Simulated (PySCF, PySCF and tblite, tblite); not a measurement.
**C9H14O: conformers and averaged spectra**

Aim: find the conformers of C9H14O (`O=C1CCC(C2CC2)CC1`), weigh them, and average their properties.

Computed with tblite 0.8.0 (tight binding) and PySCF 2.14.0 (DFT, with response routines of our own); each step states its level. Atoms count from 0 throughout.

## 1. The starting structure

24 atoms, charge 0, multiplicity 1; geometry from: MMFF94s geometry.

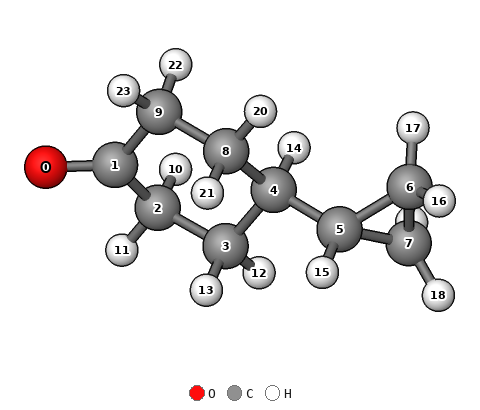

The starting geometry (oxygen red, carbon grey, hydrogen white), atoms numbered.

## 2. GFN2-xTB relaxation, conformer 1

The job: settings as JSON, then the geometry in Å.

```
{"job": {"xc": "GFN2-xTB", "basis": "xTB", "kind": "relax"}, "charge": 0, "multiplicity": 1}
O      3.778700     0.622800     0.781400
C      2.641400     0.249200     0.448600
C      1.937400     0.818600    -0.736200
C      0.473000     1.126300    -0.410200
C     -0.235400    -0.106600     0.208600
C     -1.669700     0.229800     0.535900
C     -2.706200    -0.854100     0.581600
C     -2.724600     0.161500    -0.519900
C      0.518900    -0.582800     1.458000
C      1.965000    -0.912600     1.162100
H      1.996800     0.098400    -1.561700
H      2.429100     1.739800    -1.048900
H     -0.054900     1.450800    -1.296700
H      0.432900     1.955300     0.304900
H     -0.218900    -0.907000    -0.538200
H     -1.748100     1.030200     1.282200
H     -3.472700    -0.788600     1.352600
H     -2.418100    -1.877600     0.337900
H     -3.514400     0.910000    -0.503600
H     -2.451800    -0.173300    -1.513200
H      0.015700    -1.455700     1.883800
H      0.469200     0.203800     2.229400
H      2.050700    -1.784200     0.523200
H      2.494200    -1.134400     2.089600
```

Started as:

```console
OMP_NUM_THREADS=1 python ens_run.py task.json out
```

This one command runs the whole study; its stages follow in the order run.

The log of the run:

```text
step      E/eV     max force
  0    -828.89696    2.904
  1    -828.92409    3.289
  2    -828.98566    0.458
  3    -828.99051    0.217
  4    -828.99599    0.194
  5    -828.99776    0.132
  6    -829.00057    0.146
  7    -829.00205    0.119
  8    -829.00285    0.053
  9    -829.00324    0.045
 10    -829.00366    0.055
 11    -829.00412    0.066
 12    -829.00460    0.059
 13    -829.00506    0.055
 14    -829.00552    0.059
 15    -829.00596    0.071
 16    -829.00632    0.046
 17    -829.00660    0.034
 18    -829.00660    0.034
 19    -829.00674    0.031
 20    -829.00710    0.056
 21    -829.00720    0.059
 22    -829.00738    0.054
 23    -829.00779    0.027
 24    -829.00790    0.031
 25    -829.00813    0.035
 26    -829.00827    0.033
 27    -829.00845    0.032
 28    -829.00868    0.045
 29    -829.00898    0.045
 30    -829.00922    0.036
 31    -829.00939    0.029
 32    -829.00954    0.032
 33    -829.00973    0.038
 34    -829.00993    0.033
 35    -829.01011    0.028
 36    -829.01023    0.021
 37    -829.01032    0.022
 38    -829.01041    0.022
 39    -829.01048    0.016
 40    -829.01052    0.013
 41    -829.01055    0.010
 42    -829.01057    0.010
 43    -829.01059    0.009
 44    -829.01060    0.007
 45    -829.01061    0.006
 46    -829.01061    0.004
 47    -829.01061    0.004
 48    -829.01061    0.003
```

Run time: 0.4 s. Hardware: 1 thread of Arm Neoverse V1, shared host.

Gain 0.114 eV; displacement 0.05 Å root mean square.

## 3. GFN2-xTB relaxation, conformer 2

The job: settings as JSON, then the geometry in Å.

```
{"job": {"xc": "GFN2-xTB", "basis": "xTB", "kind": "relax"}, "charge": 0, "multiplicity": 1}
O     -3.520600     0.735200    -0.784900
C     -2.349300     0.488500    -0.581100
C     -1.270800     1.549400    -0.648100
C     -0.322300     1.457000     0.520100
C      0.239100     0.032500     0.743100
C      1.229300    -0.335200    -0.344100
C      2.325000    -1.331000    -0.052800
C      2.674200     0.122600    -0.224700
C     -0.894400    -0.995400     0.832300
C     -1.872200    -0.932500    -0.339200
H     -1.765600     2.534500    -0.649300
H     -0.757400     1.439300    -1.603300
H     -0.863100     1.745800     1.450200
H      0.499400     2.168200     0.393800
H      0.761600     0.038300     1.703100
H      0.802600    -0.355200    -1.324900
H      2.607100    -2.020500    -0.833900
H      2.397600    -1.757600     0.948600
H      3.181200     0.412000    -1.132700
H      2.979200     0.679600     0.653700
H     -1.463500    -0.793500     1.759800
H     -0.494200    -2.004600     0.915300
H     -2.728200    -1.561800    -0.126200
H     -1.406600    -1.295700    -1.267300
```

The log of the run:

```text
step      E/eV     max force
  0    -828.89750    1.083
  1    -828.93543    0.842
  2    -828.94324    0.579
  3    -828.94870    0.221
  4    -828.95310    0.143
  5    -828.95572    0.150
  6    -828.95804    0.143
  7    -828.95988    0.083
  8    -828.96096    0.072
  9    -828.96177    0.065
 10    -828.96272    0.072
 11    -828.96380    0.070
 12    -828.96477    0.062
 13    -828.96546    0.052
 14    -828.96598    0.049
 15    -828.96643    0.056
 16    -828.96683    0.049
 17    -828.96715    0.038
 18    -828.96715    0.038
 19    -828.96729    0.031
 20    -828.96755    0.077
 21    -828.96765    0.052
 22    -828.96777    0.063
 23    -828.96819    0.048
 24    -828.96833    0.032
 25    -828.96857    0.031
 26    -828.96872    0.037
 27    -828.96887    0.028
 28    -828.96902    0.029
 29    -828.96920    0.034
 30    -828.96938    0.036
 31    -828.96954    0.028
 32    -828.96968    0.029
 33    -828.96983    0.030
 34    -828.96996    0.037
 35    -828.97004    0.026
 36    -828.97010    0.016
 37    -828.97015    0.020
 38    -828.97020    0.017
 39    -828.97023    0.013
 40    -828.97025    0.012
 41    -828.97028    0.010
 42    -828.97030    0.014
 43    -828.97032    0.010
 44    -828.97033    0.006
 45    -828.97034    0.005
 46    -828.97034    0.007
 47    -828.97035    0.007
 48    -828.97035    0.005
 49    -828.97036    0.003
```

Run time: 0.44 s. Hardware: 1 thread of Arm Neoverse V1, shared host.

The energy fell by 0.073 eV, and the atoms moved 0.05 Å (root mean square).

## 4. GFN2-xTB relaxation, conformer 3

The job: settings as JSON, then the geometry in Å.

```
{"job": {"xc": "GFN2-xTB", "basis": "xTB", "kind": "relax"}, "charge": 0, "multiplicity": 1}
O      3.818400     0.607900    -0.004200
C      2.612400     0.317500     0.043800
C      2.093300    -0.942000    -0.606800
C      0.633400    -0.717800    -1.030000
C     -0.277200    -0.410700     0.189000
C     -1.478700     0.389400    -0.277800
C     -2.785300     0.278800     0.453600
C     -2.637900    -0.300700    -0.917500
C      0.476300     0.323800     1.312400
C      1.617200     1.180500     0.796400
H      2.173700    -1.775700     0.089600
H      2.688700    -1.155900    -1.493300
H      0.252100    -1.613600    -1.530300
H      0.595600     0.093100    -1.754800
H     -0.632300    -1.353400     0.601500
H     -1.205900     1.370100    -0.646800
H     -3.382600     1.176700     0.574000
H     -2.863500    -0.417900     1.291700
H     -3.146400     0.203000    -1.733600
H     -2.619900    -1.383700    -1.010200
H      0.879500    -0.417800     2.003300
H     -0.216700     0.947300     1.902900
H      2.139200     1.669100     1.645500
H      1.254800     1.951600     0.109400
```

The log of the run:

```text
step      E/eV     max force
  0    -828.79647    2.681
  1    -828.81956    3.106
  2    -828.87718    0.348
  3    -828.88387    0.195
  4    -828.89450    0.182
  5    -828.89674    0.140
  6    -828.90118    0.126
  7    -828.90314    0.110
  8    -828.90459    0.082
  9    -828.90537    0.057
 10    -828.90599    0.047
 11    -828.90644    0.051
 12    -828.90686    0.045
 13    -828.90725    0.042
 14    -828.90761    0.041
 15    -828.90790    0.040
 16    -828.90790    0.040
 17    -828.90804    0.038
 18    -828.90832    0.045
 19    -828.90844    0.037
 20    -828.90865    0.059
 21    -828.90890    0.051
 22    -828.90912    0.036
 23    -828.90939    0.034
 24    -828.90963    0.038
 25    -828.90988    0.044
 26    -828.91014    0.045
 27    -828.91039    0.031
 28    -828.91059    0.028
 29    -828.91076    0.025
 30    -828.91092    0.032
 31    -828.91109    0.028
 32    -828.91123    0.028
 33    -828.91133    0.026
 34    -828.91138    0.017
 35    -828.91141    0.016
 36    -828.91144    0.012
 37    -828.91146    0.010
 38    -828.91148    0.008
 39    -828.91149    0.008
 40    -828.91150    0.010
 41    -828.91151    0.009
 42    -828.91153    0.010
 43    -828.91155    0.010
 44    -828.91156    0.009
 45    -828.91158    0.009
 46    -828.91160    0.012
 47    -828.91162    0.015
 48    -828.91164    0.011
 49    -828.91166    0.009
 50    -828.91168    0.010
 51    -828.91169    0.009
 52    -828.91170    0.009
 53    -828.91171    0.008
 54    -828.91171    0.006
 55    -828.91172    0.005
 56    -828.91172    0.004
 57    -828.91172    0.005
 58    -828.91173    0.005
 59    -828.91173    0.005
 60    -828.91173    0.004
 61    -828.91174    0.004
```

Wall time 0.5 s (1 thread of Arm Neoverse V1, shared host).

The energy fell by 0.115 eV, and the atoms moved 0.05 Å (root mean square).

## 5. GFN2-xTB relaxation, conformer 4

The job: settings as JSON, then the geometry in Å.

```
{"job": {"xc": "GFN2-xTB", "basis": "xTB", "kind": "relax"}, "charge": 0, "multiplicity": 1}
O      3.516800    -1.195000    -0.114400
C      2.511800    -0.512000     0.146500
C      1.669900    -0.814100     1.368300
C      0.180100    -0.751600     0.995400
C     -0.197000     0.553200     0.307900
C     -1.658800     0.692900    -0.078800
C     -2.774700    -0.037000     0.614300
C     -2.400700    -0.392800    -0.792200
C      0.684200     0.745700    -0.951500
C      2.161500     0.724300    -0.622900
H      1.897000    -0.075000     2.137200
H      1.910800    -1.806500     1.752900
H     -0.406800    -0.880100     1.933600
H     -0.052600    -1.614500     0.356200
H      0.019800     1.384900     0.999000
H     -1.872200     1.715600    -0.372800
H     -3.704600     0.499100     0.780400
H     -2.565300    -0.773400     1.390800
H     -3.089500    -0.100300    -1.581400
H     -1.923700    -1.352100    -0.964800
H      0.429700     1.706100    -1.436700
H      0.453600    -0.039400    -1.679200
H      2.455500     1.605600    -0.016100
H      2.743300     0.735800    -1.554100
```

The log of the run:

```text
step      E/eV     max force
  0    -828.78978    2.952
  1    -828.82637    3.360
  2    -828.89101    0.467
  3    -828.89762    0.245
  4    -828.90481    0.136
  5    -828.90656    0.140
  6    -828.91026    0.142
  7    -828.91177    0.077
  8    -828.91266    0.056
  9    -828.91322    0.059
 10    -828.91387    0.059
 11    -828.91445    0.051
 12    -828.91498    0.051
 13    -828.91545    0.057
 14    -828.91594    0.071
 15    -828.91640    0.056
 16    -828.91674    0.045
 17    -828.91696    0.035
 18    -828.91696    0.036
 19    -828.91706    0.033
 20    -828.91734    0.024
 21    -828.91742    0.026
 22    -828.91768    0.029
 23    -828.91784    0.029
 24    -828.91800    0.031
 25    -828.91812    0.044
 26    -828.91824    0.032
 27    -828.91835    0.022
 28    -828.91852    0.031
 29    -828.91867    0.032
 30    -828.91885    0.031
 31    -828.91898    0.024
 32    -828.91908    0.021
 33    -828.91918    0.024
 34    -828.91931    0.025
 35    -828.91944    0.021
 36    -828.91954    0.019
 37    -828.91961    0.015
 38    -828.91967    0.017
 39    -828.91972    0.021
 40    -828.91975    0.015
 41    -828.91978    0.011
 42    -828.91981    0.012
 43    -828.91983    0.012
 44    -828.91985    0.014
 45    -828.91987    0.008
 46    -828.91989    0.008
 47    -828.91991    0.008
 48    -828.91992    0.010
 49    -828.91993    0.009
 50    -828.91995    0.008
 51    -828.91997    0.009
 52    -828.91999    0.009
 53    -828.92001    0.011
 54    -828.92003    0.008
 55    -828.92004    0.008
 56    -828.92005    0.008
 57    -828.92006    0.006
 58    -828.92007    0.006
 59    -828.92007    0.006
 60    -828.92008    0.008
 61    -828.92009    0.007
 62    -828.92010    0.006
 63    -828.92011    0.007
 64    -828.92012    0.007
 65    -828.92013    0.006
 66    -828.92014    0.006
 67    -828.92015    0.007
 68    -828.92015    0.007
 69    -828.92016    0.007
 70    -828.92018    0.008
 71    -828.92019    0.008
 72    -828.92020    0.008
 73    -828.92021    0.006
 74    -828.92021    0.005
 75    -828.92022    0.005
 76    -828.92022    0.004
 77    -828.92022    0.004
```

Run time: 0.62 s. Hardware: 1 thread of Arm Neoverse V1, shared host.

The energy fell by 0.130 eV, and the atoms moved 0.05 Å (root mean square).

## 6. Shieldings, conformer 1: PBE0/pcSseg-1 in acetonitrile

The job: settings as JSON, then the geometry in Å.

```
{"job": {"xc": "PBE0", "basis": "pcSseg-1", "solvent": "acetonitrile", "kind": "nmr", "pop": true}, "charge": 0, "multiplicity": 1}
O      3.717377     0.698263     0.849855
C      2.667359     0.251011     0.464555
C      1.927567     0.795626    -0.735423
C      0.477655     1.126602    -0.376170
C     -0.233058    -0.092056     0.214677
C     -1.673687     0.234331     0.544064
C     -2.699729    -0.857511     0.581949
C     -2.722924     0.154445    -0.523008
C      0.517826    -0.554007     1.464497
C      1.968422    -0.910073     1.133246
H      1.943130     0.031095    -1.516657
H      2.446038     1.680226    -1.108514
H     -0.050708     1.470341    -1.267639
H      0.463690     1.940090     0.352843
H     -0.219347    -0.901147    -0.524583
H     -1.778830     1.028623     1.273827
H     -3.471479    -0.817396     1.335069
H     -2.382346    -1.861071     0.341799
H     -3.510742     0.891669    -0.531348
H     -2.421255    -0.166356    -1.508635
H      0.018429    -1.421817     1.899800
H      0.504000     0.245583     2.208712
H      1.986314    -1.757292     0.442656
H      2.514563    -1.189416     2.035558
```

The log of the run:

```text
coarse grid: 19544 points
cycle   1  E = -425.8415341191  dE =  1.532e+00  |g| = 7.984e-01  |ddm| = 4.361e+00
cycle   2  E = -425.6164854849  dE =  2.250e-01  |g| = 1.371e+00  |ddm| = 1.819e+00
cycle   3  E = -425.9670389055  dE = -3.506e-01  |g| = 1.758e-01  |ddm| = 1.291e+00
cycle   4  E = -425.9738997253  dE = -6.861e-03  |g| = 4.804e-02  |ddm| = 1.754e-01
cycle   5  E = -425.9744162801  dE = -5.166e-04  |g| = 8.476e-03  |ddm| = 4.726e-02
cycle   6  E = -425.9744307169  dE = -1.444e-05  |g| = 3.267e-03  |ddm| = 9.469e-03
cycle   7  E = -425.9744330727  dE = -2.356e-06  |g| = 6.850e-04  |ddm| = 3.322e-03
final grid: 187288 points
cycle   8  E = -426.0464698600  dE = -5.509e-05  |g| = 1.349e-02  |ddm| = 4.573e-02
cycle   9  E = -426.0464042801  dE =  6.558e-05  |g| = 2.303e-02  |ddm| = 2.795e-02
cycle  10  E = -426.0465083160  dE = -1.040e-04  |g| = 2.699e-03  |ddm| = 1.769e-02
cycle  11  E = -426.0465098398  dE = -1.524e-06  |g| = 1.586e-04  |ddm| = 2.114e-03
cycle  12  E = -426.0465098448  dE = -5.023e-09  |g| = 7.985e-05  |ddm| = 3.034e-04
cycle  13  E = -426.0465098461  dE = -1.355e-09  |g| = 2.809e-05  |ddm| = 1.008e-04
cycle  14  E = -426.0465098463  dE = -1.834e-10  |g| = 4.127e-06  |ddm| = 2.802e-05
converged SCF energy = -426.0465098463

GIAO shielding tensors (ppm)
atom      isotropic    diamagn.    paramagn.     s11        s22        s33       span
  0 O     -287.419     395.586    -683.004   -815.940   -358.352    312.036   1127.976
  1 C      -36.391     250.336    -286.728   -108.840   -107.247    106.913    215.752
  2 C      141.353     249.820    -108.467    125.701    132.578    165.781     40.080
  3 C      149.061     248.214     -99.153    131.249    143.886    172.046     40.796
  4 C      140.397     246.565    -106.168    118.655    141.674    160.863     42.209
  5 C      167.663     245.829     -78.165    135.499    151.379    216.112     80.613
  6 C      181.912     255.034     -73.122    151.927    177.174    216.636     64.708
  7 C      181.935     253.506     -71.570    151.967    177.209    216.631     64.664
  8 C      149.074     248.226     -99.153    131.263    143.903    172.056     40.793
  9 C      141.366     250.006    -108.640    125.718    132.587    165.794     40.076
 10 H       29.112      30.323      -1.211     26.239     27.308     33.788      7.549
 11 H       29.461      29.784      -0.323     25.178     28.036     35.168      9.991
 12 H       29.428      32.602      -3.174     23.606     30.160     34.518     10.913
 13 H       30.075      32.808      -2.734     25.919     30.111     34.194      8.275
 14 H       31.012      34.739      -3.728     27.372     31.331     34.332      6.959
 15 H       31.213      32.368      -1.155     24.570     29.528     39.541     14.971
 16 H       31.188      30.190       0.999     25.444     26.193     41.928     16.485
 17 H       31.477      32.220      -0.742     25.900     28.838     39.693     13.793
 18 H       31.191      30.124       1.067     25.447     26.194     41.931     16.484
 19 H       31.479      32.093      -0.614     25.904     28.839     39.694     13.790
 20 H       29.427      31.971      -2.544     23.607     30.154     34.521     10.914
 21 H       30.074      32.391      -2.317     25.917     30.111     34.194      8.277
 22 H       29.113      29.960      -0.847     26.240     27.310     33.790      7.551
 23 H       29.460      29.151       0.309     25.176     28.035     35.169      9.992
```

Run time: 62 s. Hardware: 1 thread of Arm Neoverse V1, shared host; peak memory 1.3 GiB.

This run: HOMO -7.09 eV, LUMO -0.40 eV; dipole 4.12 D.

## 7. Shieldings, conformer 2: PBE0/pcSseg-1 in acetonitrile

The job: settings as JSON, then the geometry in Å.

```
{"job": {"xc": "PBE0", "basis": "pcSseg-1", "solvent": "acetonitrile", "kind": "nmr", "pop": false}, "charge": 0, "multiplicity": 1}
O     -3.529862     0.748536    -0.697892
C     -2.359509     0.486641    -0.577895
C     -1.270125     1.529214    -0.654628
C     -0.333412     1.444176     0.552808
C      0.240696     0.037267     0.746189
C      1.222297    -0.331291    -0.346761
C      2.304872    -1.328443    -0.062585
C      2.648277     0.119090    -0.241936
C     -0.905015    -0.973593     0.855145
C     -1.848425    -0.915478    -0.348683
H     -1.724180     2.519767    -0.714868
H     -0.703751     1.359177    -1.572796
H     -0.891235     1.724733     1.449287
H      0.481361     2.160332     0.427689
H      0.789008     0.026307     1.695616
H      0.802262    -0.355251    -1.344025
H      2.584761    -2.025347    -0.837781
H      2.365225    -1.742426     0.932590
H      3.164693     0.419524    -1.140849
H      2.940253     0.681104     0.632381
H     -1.478775    -0.761496     1.760330
H     -0.498316    -1.982973     0.945498
H     -2.695792    -1.587106    -0.200728
H     -1.317043    -1.232698    -1.248550
```

The log of the run:

```text
coarse grid: 19544 points
cycle   1  E = -425.8381098667  dE =  1.532e+00  |g| = 7.999e-01  |ddm| = 4.351e+00
cycle   2  E = -425.6121067579  dE =  2.260e-01  |g| = 1.373e+00  |ddm| = 1.844e+00
cycle   3  E = -425.9639393484  dE = -3.518e-01  |g| = 1.768e-01  |ddm| = 1.315e+00
cycle   4  E = -425.9707931658  dE = -6.854e-03  |g| = 5.084e-02  |ddm| = 1.801e-01
cycle   5  E = -425.9713689268  dE = -5.758e-04  |g| = 9.751e-03  |ddm| = 5.250e-02
cycle   6  E = -425.9713876914  dE = -1.876e-05  |g| = 3.928e-03  |ddm| = 1.174e-02
cycle   7  E = -425.9713911720  dE = -3.481e-06  |g| = 7.296e-04  |ddm| = 3.743e-03
final grid: 187288 points
cycle   8  E = -426.0449727564  dE = -7.124e-05  |g| = 1.388e-02  |ddm| = 4.662e-02
cycle   9  E = -426.0449043837  dE =  6.837e-05  |g| = 2.345e-02  |ddm| = 2.895e-02
cycle  10  E = -426.0450140218  dE = -1.096e-04  |g| = 2.874e-03  |ddm| = 1.862e-02
cycle  11  E = -426.0450157008  dE = -1.679e-06  |g| = 2.721e-04  |ddm| = 2.276e-03
cycle  12  E = -426.0450157161  dE = -1.529e-08  |g| = 9.719e-05  |ddm| = 4.167e-04
cycle  13  E = -426.0450157179  dE = -1.844e-09  |g| = 4.099e-05  |ddm| = 1.293e-04
cycle  14  E = -426.0450157183  dE = -3.977e-10  |g| = 4.133e-06  |ddm| = 3.606e-05
converged SCF energy = -426.0450157183

GIAO shielding tensors (ppm)
atom      isotropic    diamagn.    paramagn.     s11        s22        s33       span
  0 O     -285.437     396.228    -681.665   -805.365   -359.197    308.250   1113.616
  1 C      -36.562     250.155    -286.717   -108.585   -108.324    107.223    215.808
  2 C      144.963     251.185    -106.222    126.999    130.935    176.955     49.956
  3 C      151.276     247.316     -96.039    137.031    144.981    171.817     34.786
  4 C      144.912     245.817    -100.905    125.089    144.857    164.789     39.701
  5 C      172.941     246.663     -73.722    136.618    168.934    213.272     76.654
  6 C      181.282     254.287     -73.004    151.566    177.314    214.967     63.400
  7 C      181.255     254.300     -73.045    151.509    177.293    214.964     63.455
  8 C      151.271     247.314     -96.043    137.025    144.963    171.825     34.800
  9 C      144.961     251.186    -106.226    126.986    130.944    176.953     49.967
 10 H       29.531      29.769      -0.238     25.172     28.091     35.330     10.159
 11 H       28.751      30.946      -2.195     25.007     28.668     32.577      7.570
 12 H       29.716      31.580      -1.863     25.134     27.964     36.051     10.917
 13 H       29.475      31.767      -2.292     24.219     29.058     35.146     10.927
 14 H       30.955      34.027      -3.072     26.623     30.194     36.049      9.426
 15 H       30.265      32.581      -2.316     23.499     29.446     37.849     14.350
 16 H       31.063      30.704       0.359     25.312     26.222     41.654     16.342
 17 H       31.443      31.879      -0.436     25.980     28.461     39.889     13.909
 18 H       31.063      30.704       0.359     25.311     26.223     41.654     16.343
 19 H       31.442      31.878      -0.436     25.978     28.460     39.887     13.909
 20 H       29.716      31.581      -1.865     25.134     27.964     36.051     10.917
 21 H       29.475      31.771      -2.296     24.221     29.060     35.144     10.923
 22 H       29.531      29.770      -0.240     25.170     28.091     35.330     10.160
 23 H       28.752      30.947      -2.196     25.010     28.666     32.580      7.570
```

Run time: 58 s. Hardware: 1 thread of Arm Neoverse V1, shared host; peak memory 1.3 GiB.

This run: HOMO -7.08 eV, LUMO -0.36 eV; dipole 4.17 D.

(Part 1 of 2 ends here.)
